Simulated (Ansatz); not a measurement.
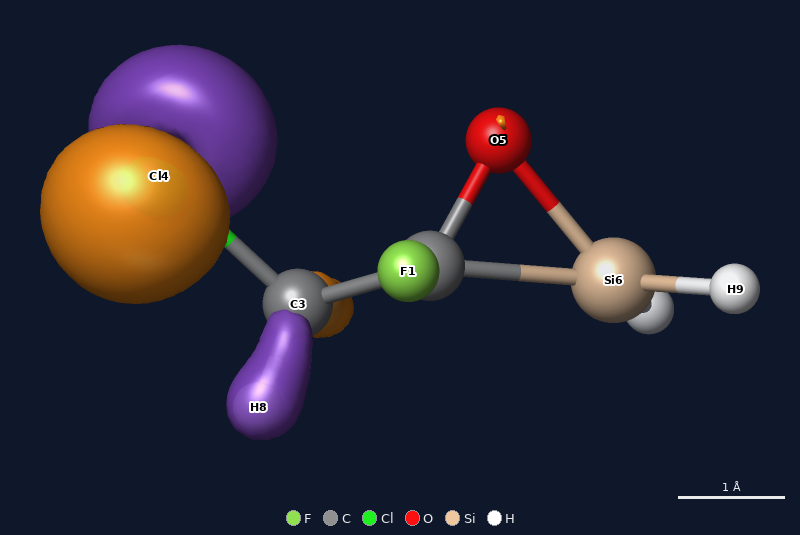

*C2H4ClFOSi. The HOMO−1 at ±0.2 Å⁻³ᐟ² (orange and purple are the two phases), seen from one side.*

Theory: Ansatz 0.2.0, RKS PBE-D4/def2-SVP.

```xyz
10

F    -1.8049   -0.3359    0.3249
C    -0.4963   -0.0604    0.0195
C     0.2668   -1.3201   -0.2927
Cl   -0.3474   -2.1208   -1.7912
O    -0.3751    0.9956   -0.9147
Si    0.2405    1.5473    0.6105
H     1.3375   -1.0924   -0.4505
H     0.1616   -2.0397    0.5415
H    -0.6088    2.5412    1.3323
H     1.7090    1.8339    0.6235
```

Question: Describe this orbital and give its energy.

Answer: By Hirshfeld shares it lies mainly on Cl4 (about 85 %) and C3 (about 5 %); largely a lone pair of Cl4. Its energy is −6.80 eV.
